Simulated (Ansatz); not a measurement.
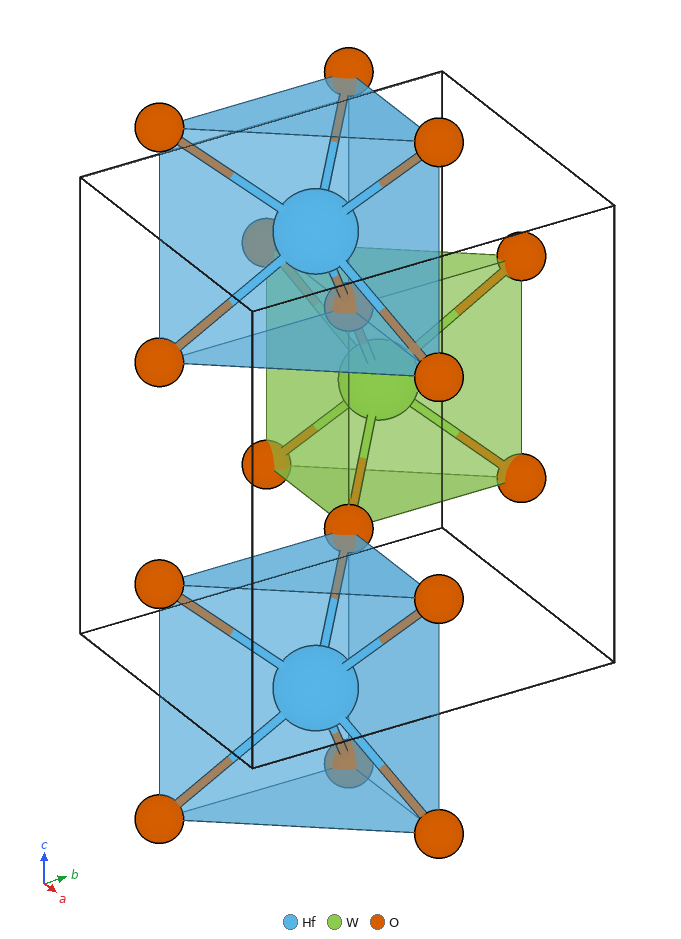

View slightly off an axis, drawn as a polyhedral model. The parallelepiped is the conventional unit cell. Some neighbours outside the box are added.

HfWO6, space group P-6m2 (No. 187), a = 5.497 Å, b = 5.497 Å, c = 4.766 Å, α = 90.00°, β = 90.00°, γ = 120.00°. Origin of the cell: a structure type filled with these elements by a generator (whether the compound takes this form wasn't checked). Earlier steps of the study may have refined or changed the cell and positions. It went into a calculation with Ansatz.

This one geometry was computed with Ansatz (DFT, plane waves, PAW) at three levels of theory: PBE, PBE+U (U_eff = 6.20 eV on W d) and LDA.

Which level gives the highest pressure at this volume, and what does that say about its equilibrium volume?

Highest: PBE (0.0 GPa) and PBE+U (U_eff = 6.20 eV on W d) (0.4 GPa), which points to the largest equilibrium volume. Lowest, with the smallest volume: LDA (-8.4 GPa). Levels within 0.5 GPa of each other can't be told apart.

How does the band gap change with the level of theory?

All levels give a metal.

Collect the results in a table.

| level | cutoff (eV) | k-mesh of the run's cell | gap (eV) | pressure (GPa) |
| --- | --- | --- | --- | --- |
| PBE | 420 | 12×12×8 | metal | 0.0 |
| PBE+U (U_eff = 6.20 eV on W d) | 420 | 12×12×8 | metal | 0.4 |
| LDA | 420 | 12×12×8 | metal | -8.4 |

Gaps are taken on the k-mesh or band path of each run.
